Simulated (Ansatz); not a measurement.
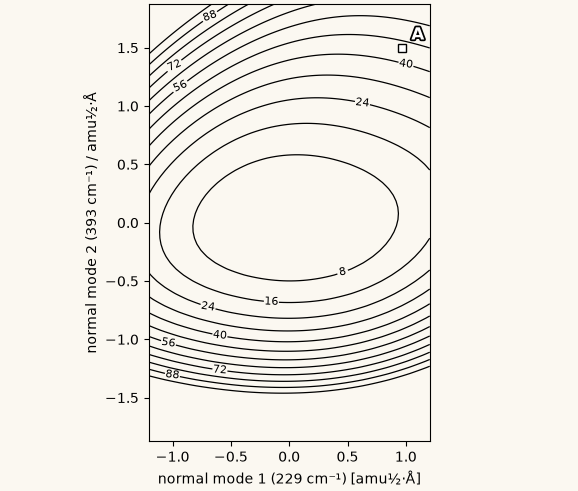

BrHOSi, SMILES O[Si]Br. The first coordinate is: normal mode 1 (229 cm⁻¹); the second: normal mode 2 (393 cm⁻¹). Nothing is relaxed (straight displacements along the two mass-weighted modes). The grid has 11 × 11 points. Points are written as (first, second). Energies: kJ/mol, counted from the lowest grid point. Level of theory: Ansatz 0.2.0, RKS wB97X-V/def2-SVP.

Drawn: contour lines labelled in kJ/mol (none above 96), the point A. Between grid points the surface is interpolated.

> Is A at rest? If not, where is it pushed?

A, at (0.964 amu½·Å, 1.500 amu½·Å), is not a stationary point. The computed force is 9.8 kJ/mol for each amu½·Å towards smaller values of normal mode 1 (229 cm⁻¹) and 42 kJ/mol for each amu½·Å towards smaller values of normal mode 2 (393 cm⁻¹).
